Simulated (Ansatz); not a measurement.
The parent structure is MgO in the rock salt structure (space group Fm-3m, No. 225; a = 4.214 Å).

The change: every lattice vector is shortened by 4.62 %, atoms relaxed at fixed cell.

Method: PBEsol (Ansatz, an electronic-structure program; PAW; 420 eV plane waves; spin-orbit coupling left out).

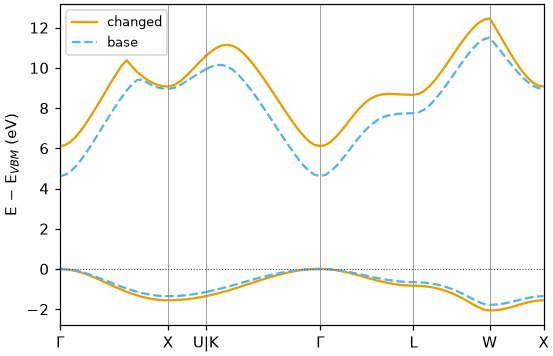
Figure: Highest valence and lowest conduction band along the path, each from its own valence-band maximum

**Question.** From the figure, how large is the changed gap, and is it direct?

**Answer.** About 6.1 eV, direct at Γ.

The cells carry an imposed strain or load. Stability against distortions was not tested. The base started in Pnma and relaxed to Fm-3m at this level.
